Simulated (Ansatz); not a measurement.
InH3O2BrCl: several calculations on one system

Part 1: Relaxation

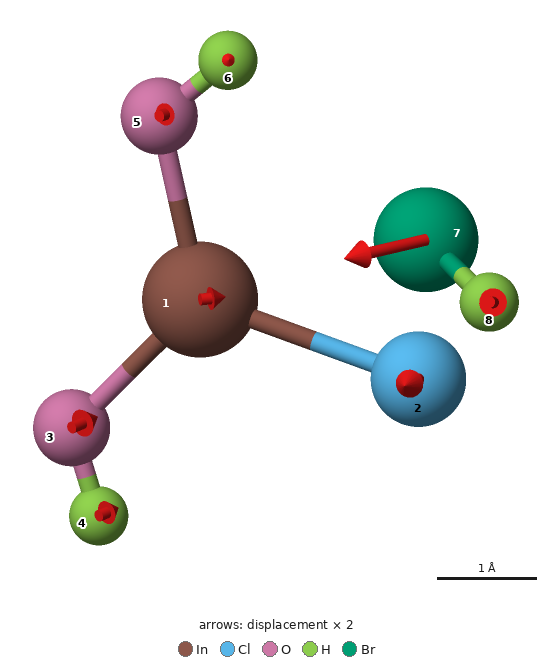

This is a relaxation of InH3O2BrCl. The starting structure is drawn; red arrows show the displacements, magnified 2 times. The two geometries are superimposed by the best rigid fit.

Style: ball-and-stick. Shown at a tilt.

The run prepares an end point of a later path (reaction) calculation, from a guessed geometry.

Level of theory: RHF/def2-SVP (Ansatz 0.2.0).

Input
```yaml
crystal:
  periodic: [false, false, false]
  atoms:
    - { symbol: In, position_ang: [-0.00856, -0.398798, -0.195897] }
    - { symbol: Cl, position_ang: [0.116691, -0.514555, 2.219676] }
    - { symbol: O, position_ang: [1.666847, -0.526997, -1.196349] }
    - { symbol: H, position_ang: [2.479338, -0.586958, -0.718216] }
    - { symbol: O, position_ang: [-1.7842, -0.371425, -1.013743] }
    - { symbol: H, position_ang: [-2.541387, -0.28914, -0.454276] }
    - { symbol: Br, position_ang: [0.007795, 3.150916, 1.208051] }
    - { symbol: H, position_ang: [0.057876, 2.057556, 2.220253] }
basis:
  gaussian: { orbitals: def2-SVP }
hamiltonian:
  xc: hf
relax:
  f_tol: 0.03
  max_steps: 50
```

Launched with:
```bash
ansatz run input.yaml --threads 2 --pin off --max-ram 3072MiB --backend cpu --events-out ev --progress --plain --runs-dir out
```

### Which element moves most?

Bromine: up to 0.50 Å, against 0.33 Å for chlorine.

### What happened in the run?

The energy falls by 15.4 kJ/mol in 7 accepted moves (8 points after the start). The largest force component goes from 1.4 to 0.011 eV/Å. The line search rejected the trial step at point 5 of the run. The atom that moves furthest after the best rigid fit is Br7 (0.50 Å). By element the largest moves are Br 0.50 Å, Cl 0.33 Å, H 0.23 Å, O 0.21 Å, In 0.14 Å. Among the contacts that change: In1–Br7 3.817 → 3.235 Å, Br7–H8 1.491 → 1.412 Å, In1–Cl2 2.422 → 2.371 Å, In1–O3 1.956 → 1.963 Å. Bond angles that change, for instance: O3–In1–O5 124.4° → 121.5°. The run took 33 s on 2 threads of Arm Neoverse V1, with other jobs on the host, peak memory 0.31 GiB.

Limits of the set-up: the start holds two separate molecules, 2.6 Å apart at their closest, whose relative position is a soft coordinate and is computed without a dispersion correction; Hartree-Fock leaves out electron correlation.

Part 2: Relaxation

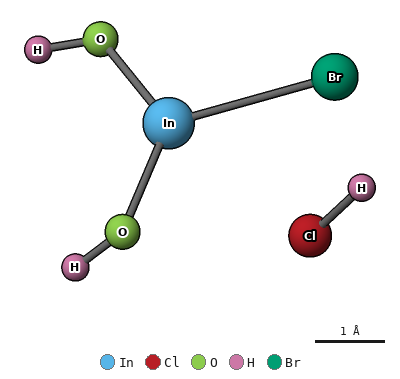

This is the input geometry for a relaxation of InH$_{3}$O$_{2}$BrCl. Style: ball-and-stick. Shown at a tilt.

The run prepares an end point of a later path (reaction) calculation, from a guessed geometry.

Computed with RHF/def2-SVP (Ansatz).

Input
```yaml
crystal:
  periodic: [false, false, false]
  atoms:
    - { symbol: In, position_ang: [0.025513, 0.585399, -0.462702] }
    - { symbol: Cl, position_ang: [-0.027999, 0.052998, 3.132038] }
    - { symbol: O, position_ang: [1.756119, -0.229093, -0.903952] }
    - { symbol: H, position_ang: [1.788335, -1.055529, -1.360986] }
    - { symbol: O, position_ang: [-1.768385, -0.092838, -0.889882] }
    - { symbol: H, position_ang: [-1.937012, -1.023194, -0.929324] }
    - { symbol: Br, position_ang: [0.13053, 2.933659, 0.617308] }
    - { symbol: H, position_ang: [0.027299, 1.349198, 2.866999] }
basis:
  gaussian: { orbitals: def2-SVP }
hamiltonian:
  xc: hf
relax:
  f_tol: 0.03
  max_steps: 50
output:
  orbitals: {}
```

Command:
```bash
ansatz run input.yaml --threads 2 --pin off --max-ram 3072MiB --backend cpu --events-out ev --progress --plain --runs-dir out
```

Q: What does the optimiser find from here?

A: The atom that moves furthest after the best rigid fit is Cl2 (0.50 Å). By element the largest moves are Cl 0.50 Å, Br 0.28 Å, H 0.23 Å, O 0.19 Å, In 0.18 Å. Near-neighbour distances that change, for instance: In1–Cl2 3.634 → 3.035 Å, In1–Br7 2.587 → 2.488 Å, Cl2–H8 1.324 → 1.277 Å, In1–O3 1.963 → 1.972 Å. Bond angles that change, for instance: O3–In1–O5 127.8° → 124.1°. Groups turn about In1–O5 by about 25°. The energy falls by 4.45 kcal/mol in 7 accepted moves (9 points after the start). Largest force component: 1.4 eV/Å at the start, 0.0027 eV/Å at the end. The line search rejected the trial steps at points 3, 8 of the run. Cost: 36 s on 2 threads of Arm Neoverse V1, with other jobs on the host, peak memory 0.31 GiB.

History of the run:

```json
{"step": "0", "E − E(0), kcal/mol": "0.00", "largest force component, eV/Å": "1.4097", "note": ""}
{"step": "1", "E − E(0), kcal/mol": "-1.90", "largest force component, eV/Å": "1.2688", "note": ""}
{"step": "2", "E − E(0), kcal/mol": "-3.25", "largest force component, eV/Å": "1.4019", "note": ""}
{"step": "3", "E − E(0), kcal/mol": "-3.01", "largest force component, eV/Å": "1.4604", "note": "rejected"}
{"step": "4", "E − E(0), kcal/mol": "-3.75", "largest force component, eV/Å": "1.2059", "note": ""}
{"step": "5", "E − E(0), kcal/mol": "-4.39", "largest force component, eV/Å": "0.1400", "note": ""}
{"step": "6", "E − E(0), kcal/mol": "-4.43", "largest force component, eV/Å": "0.0437", "note": ""}
{"step": "7", "E − E(0), kcal/mol": "-4.44", "largest force component, eV/Å": "0.0532", "note": ""}
{"step": "8", "E − E(0), kcal/mol": "-4.43", "largest force component, eV/Å": "0.1132", "note": "rejected"}
{"step": "9", "E − E(0), kcal/mol": "-4.45", "largest force component, eV/Å": "0.0027", "note": ""}
```

Final geometry:

```xyz
8

In    0.0042    0.6643   -0.3009
Cl    0.0498   -0.0406    2.6511
O     1.7079   -0.2083   -0.7756
H     1.7134   -1.0764   -1.1464
O    -1.7736   -0.0918   -0.6979
H    -1.8587   -0.9818   -1.0008
Br    0.0932    3.0591    0.3681
H     0.0581    1.1960    2.9718
```

After the run, drawn alike:

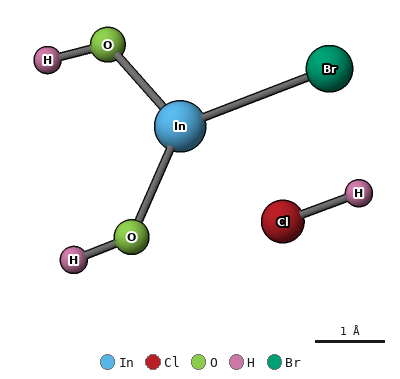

Limits of the set-up: the start holds two separate molecules, 2.8 Å apart at their closest, whose relative position is a soft coordinate and is computed without a dispersion correction; Hartree-Fock leaves out electron correlation.

Part 3: Path

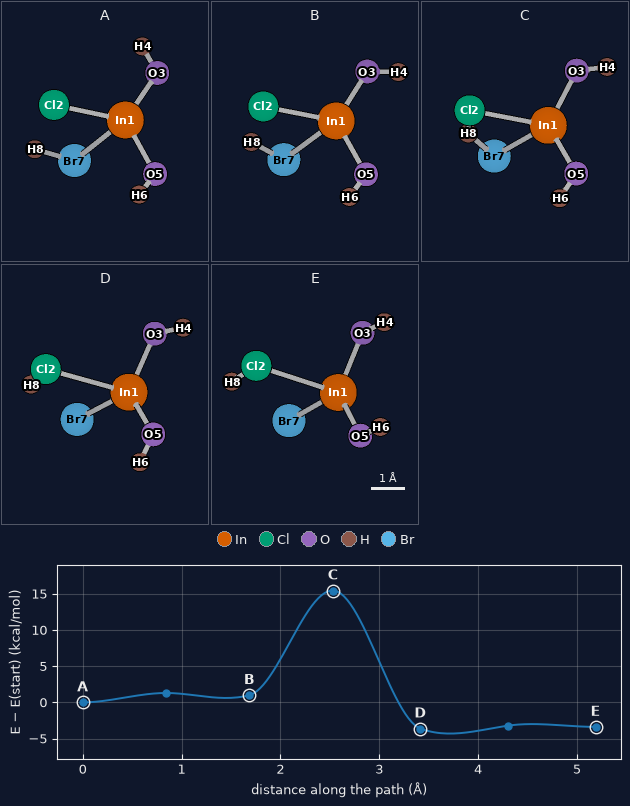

A search for the minimum-energy path of InH$_{3}$O$_{2}$BrCl, made up at the start of InH2O2Cl and HBr by the nudged elastic band. Images are numbered from 0 (start) to 6 (end). Frames A to E are images 0, 2, 3, 4, 6. Style: ball-and-stick. Shown at a tilt.

The calculation used RHF/def2-SVP in Ansatz 0.2.0. Run with 5 movable images; climbing image; force threshold 0.03 eV/Å; iteration limit 60; starting path through a guess of the saddle point.

### Read off the barrier and say what moves.

Forward barrier 15.5 kcal/mol, backward barrier 18.8 kcal/mol, with image 3 at the top; the reaction energy is −3.4 kcal/mol. Image 4 lies below both ends, at −3.6 kcal/mol, which points to an intermediate minimum that so few images don't resolve. The path has more than one stage, and so few images may leave a stage unresolved. Breaking: Br7–H8 (1.41 → 1.68 at the top → 3.20 Å). Forming: Cl2–H8 (3.12 → 1.62 at the top → 1.28 Å). The band converged in 17 iterations. The largest component of the band force went from 13 to 0.025 eV/Å. The climbing image converged on the top of the path. Its vibrational analysis gives one imaginary mode (1205i cm⁻¹), as a transition state must have.

Limits of the set-up: Hartree-Fock leaves out electron correlation.

Cost: 4.6 min on 2 threads of Arm Neoverse V1 (shared host), peak memory 0.32 GiB.
